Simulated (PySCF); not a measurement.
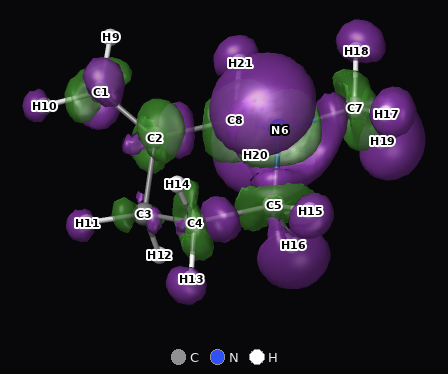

C$_{7}$H$_{13}$N, SMILES `C=C1CCCN(C)C1`. Fukui function f⁻ = ρ(N) − ρ(N−1) at fixed geometry, surfaces at ±0.02 e/Å³ (purple positive, green negative).

PySCF calculation, PBE0/6-31+G*, gas phase; geometry: GFN2-xTB. No frequency check shows the geometry to be a minimum.

### Which atoms respond most to the removal of an electron?

f⁻ (Hirshfeld-condensed) is largest on N6 (0.26); the vertical ionisation energy is 8.11 eV (the stability of the cation's solution wasn't checked). Condensed values hint at sites of electrophilic attack but needn't mark the atom that reacts. Orbital relaxation makes it negative in places (0.36 e in all).

Run time: 3.1 min on 1 thread of Intel(R) Xeon(R) Processor, on a shared host, peak memory 0.93 GiB.
